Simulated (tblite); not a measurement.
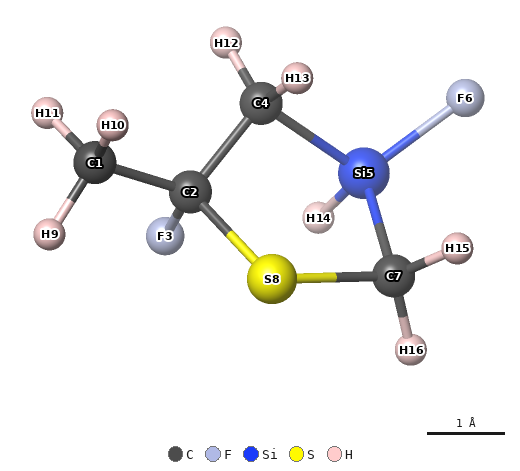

Starting structure of C4H8F2SSi. Style: ball-and-stick. Shown at a tilt.

The calculation used GFN2-xTB geometry optimisation, gas phase (tblite).

```xyz
16

C     2.3106   -0.2488   -0.2252
C     0.8624   -0.1697    0.2031
F     0.7636    0.0230    1.5855
C     0.0853    0.9445   -0.4536
Si   -1.5880    0.6886    0.3834
F    -2.7788    1.6638   -0.2878
C    -1.8389   -1.1241   -0.0303
S    -0.0952   -1.6303   -0.2433
H     2.7666   -1.1017    0.3377
H     2.4168   -0.3664   -1.3146
H     2.8321    0.6617    0.1483
H     0.4965    1.9333   -0.2680
H    -0.0670    0.7025   -1.5148
H    -1.4263    0.8647    1.8240
H    -2.4124   -1.1733   -0.9651
H    -2.3348   -1.6590    0.8094
```

**What does the optimiser find from here?**

H14 moves most after the best rigid fit: 0.85 Å. By element the largest moves are H 0.85 Å, F 0.58 Å, C 0.27 Å, Si 0.17 Å, S 0.16 Å. Among the contacts that change: Si5–F6 1.679 → 1.615 Å, C2–S8 1.803 → 1.839 Å, C1–H9 1.119 → 1.088 Å, Si5–C7 1.876 → 1.903 Å. Bond angles that change, for instance: C4–Si5–H14 108.8° → 117.0°, Si5–C7–S8 99.5° → 107.5°, C2–C4–Si5 99.4° → 106.2°. Groups turn about C4–Si5 by about 30°, Si5–C7 by about 30°. The energy falls by 13.2 kcal/mol in 94 geometry steps.

Step by step:

| step | E − E(0), kcal/mol |
| --- | --- |
| 0 | 0.00 |
| 1 | -4.52 |
| 2 | -7.31 |
| 3 | -8.16 |
| 4 | -9.04 |
| 5 | -9.44 |
| 6 | -9.91 |
| 7 | -10.26 |
| 8 | -10.61 |
| 9 | -10.84 |
| 10 | -11.03 |
| 14 | -11.54 |
| 19 | -11.95 |
| 23 | -12.36 |
| 28 | -12.69 |
| 32 | -12.81 |
| 37 | -12.97 |
| 41 | -13.02 |
| 45 | -13.04 |
| 50 | -13.07 |
| 54 | -13.08 |
| 59 | -13.10 |
| 63 | -13.12 |
| 67 | -13.14 |
| 72 | -13.18 |
| 76 | -13.20 |
| 81 | -13.22 |
| 85 | -13.22 |
| 90 | -13.23 |
| 94 | -13.23 |

The structure at the end:

```xyz
16

C     2.2777   -0.3078   -0.3358
C     0.8564   -0.2161    0.1820
F     0.8894   -0.2649    1.5727
C     0.1120    1.0518   -0.2095
Si   -1.6997    0.7792    0.2884
F    -2.6640    1.4504   -0.8198
C    -1.7634   -1.1153    0.1172
S    -0.1002   -1.6775   -0.3941
H     2.7521   -1.2050    0.0554
H     2.2694   -0.3570   -1.4208
H     2.8473    0.5616   -0.0129
H     0.5862    1.9006    0.2821
H     0.2055    1.1932   -1.2867
H    -2.1118    1.2936    1.5787
H    -2.4525   -1.4527   -0.6538
H    -2.0120   -1.6253    1.0455
```

The end point in the same view:

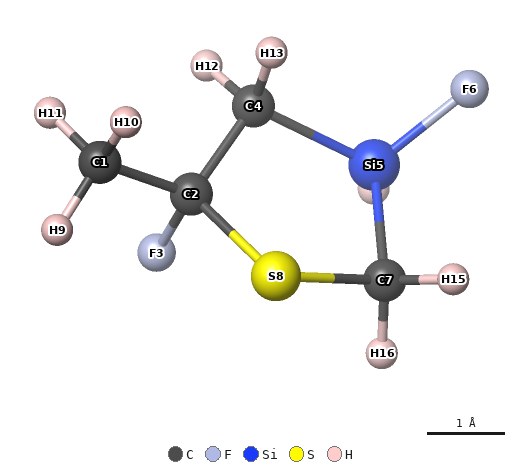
